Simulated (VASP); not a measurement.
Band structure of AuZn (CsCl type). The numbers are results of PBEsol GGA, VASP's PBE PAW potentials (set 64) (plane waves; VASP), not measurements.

Unless said otherwise, spin-orbit coupling is left out, though it shifts the bands of the heavy elements here.

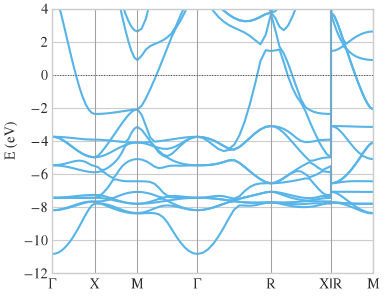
Figure: Bands along high-symmetry lines, zero at the valence-band maximum or, without a gap, the Fermi level

### Question
Read the plot: is there a gap, and where are the band edges?

### Answer
It has no gap at this level: it comes out as a metal or semimetal. (Edges off the drawn lines would not show.)

The compound is AuZn in the CsCl type structure. It was relaxed first. The electron count is odd and the run is not spin-polarised, which forces a metal.
